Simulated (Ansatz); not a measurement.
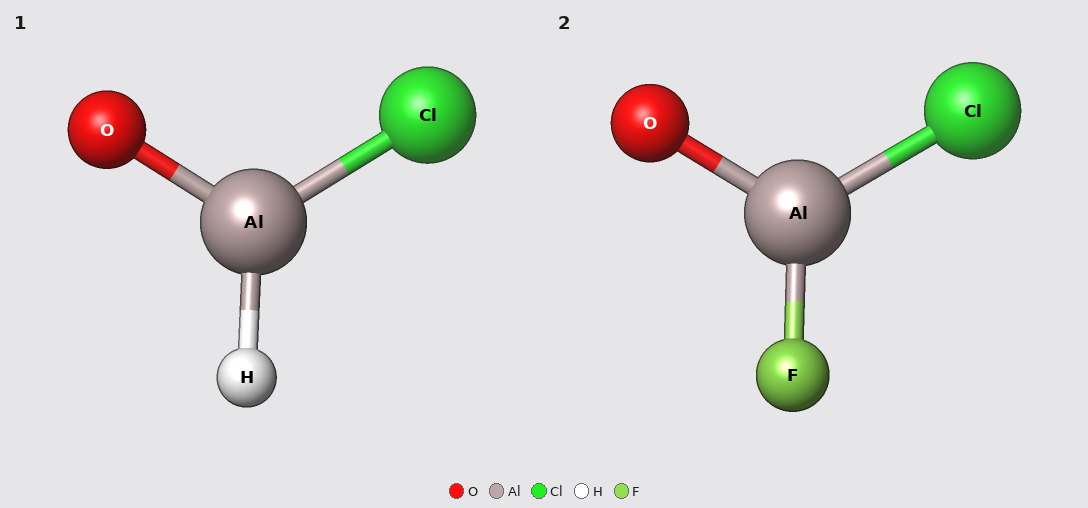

2 molecules with one skeleton, seen from the same side and at one scale. Each species is neutral and a spin doublet. Computed geometries: PBE0-D4/def2-TZVP optimisations, one conformation each. Properties computed with Ansatz 0.2.0.

One atom differs, called X below: H in panel 1, F in panel 2. Their formulas are AlClHO (`[O][AlH][Cl]`), AlClOF (`[O][Al]([F])[Cl]`).

**In which is the length of X–Al larger (PBE0-D4/def2-TZVP)?**

In panel 2 (X = F).

**In which is the dipole moment larger (B3LYP-D4/def2-TZVPP)?**

In panel 1 (X = H).

Give the values. With PBE0-D4/def2-TZVP: length of X–Al (Å), angle Cl–Al–X (°), harmonic X–Al stretching wavenumber (cm⁻¹). With B3LYP-D4/def2-TZVPP: dipole moment (D).

```csv
quantity,1 (H),2 (F),2 − 1
length of X–Al (Å),1.566,1.632,+0.066
angle Cl–Al–X (°),125.0,122.9,−2.1
dipole moment (D),1.43,0.64,−0.79
harmonic X–Al stretching wavenumber (cm⁻¹),2005,926,−1079
```
